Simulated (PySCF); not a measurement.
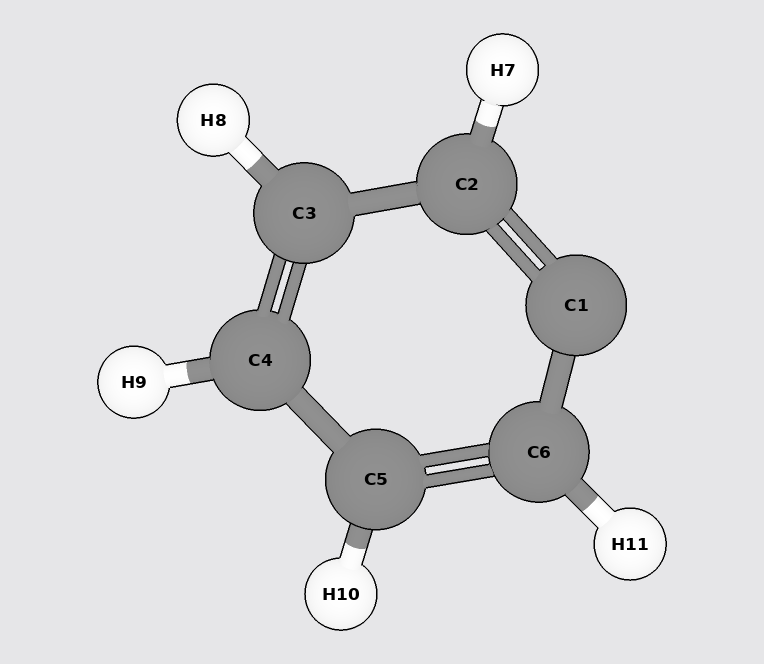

State: neutral, doublet. The computed structure is the end point of a GFN2-xTB optimisation. No frequency run is at hand to confirm it as a minimum. Level of theory: UKS B3LYP, pcH-1 on C H, non-relativistic (PySCF 2.14.0).

Give the isotropic hyperfine couplings (Fermi-contact term alone) of C1, C2, C3, C4, C5, C6, H7, H8, H9, H10, H11.

```json
{"atom": "C1", "isotope": "13C", "a_iso (MHz)": "398.2"}
{"atom": "C2", "isotope": "13C", "a_iso (MHz)": "14.1"}
{"atom": "C3", "isotope": "13C", "a_iso (MHz)": "48.1"}
{"atom": "C4", "isotope": "13C", "a_iso (MHz)": "−7.0"}
{"atom": "C5", "isotope": "13C", "a_iso (MHz)": "48.1"}
{"atom": "C6", "isotope": "13C", "a_iso (MHz)": "14.0"}
{"atom": "H7", "isotope": "1H", "a_iso (MHz)": "56.7"}
{"atom": "H8", "isotope": "1H", "a_iso (MHz)": "15.5"}
{"atom": "H9", "isotope": "1H", "a_iso (MHz)": "6.9"}
{"atom": "H10", "isotope": "1H", "a_iso (MHz)": "15.5"}
{"atom": "H11", "isotope": "1H", "a_iso (MHz)": "56.7"}
```
